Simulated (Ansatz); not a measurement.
The structure below was relaxed with PBEsol in Ansatz (plane waves to 420 eV, PAW, no spin-orbit coupling), at pressure 22.5 GPa.

```yaml
crystal:
  lattice:
    - [0.00000, 2.46133, 2.46133]
    - [2.46133, 0.00000, 2.46133]
    - [2.46133, 2.46133, 0.00000]
  atoms:
    - { symbol: Hf, position: [0.00000, 0.00000, 0.00000] }
    - { symbol: O, position: [0.25000, 0.25000, 0.25000] }
    - { symbol: O, position: [0.75000, 0.75000, 0.75000] }
```

Problem. Find the space group and the Wyckoff positions.

Solution. Space group Fm-3m (No. 225); a = b = c = 4.9227 Å, α = β = γ = 90.00°

| atom | site | symmetry | x | y | z |
|---|---|---|---|---|---|
| Hf | 4a | m-3m | 0.0000 | 0.0000 | 0.0000 |
| O | 8c | -43m | 0.2500 | 0.2500 | 0.2500 |

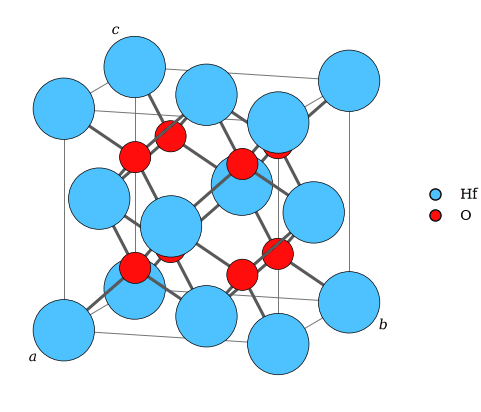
The conventional cell

Load acts through the strain it causes; cell and atoms are relaxed under it. No phonon test of stability was made. Competing high-pressure phases were not computed. The cell was made from HfO2 in the fluorite structure (space group Fm-3m, No. 225) by this change: pressure 22.5 GPa. This is not the structure that HfO2 has at room temperature and ambient pressure.

Ansatz is a program for electronic structure.
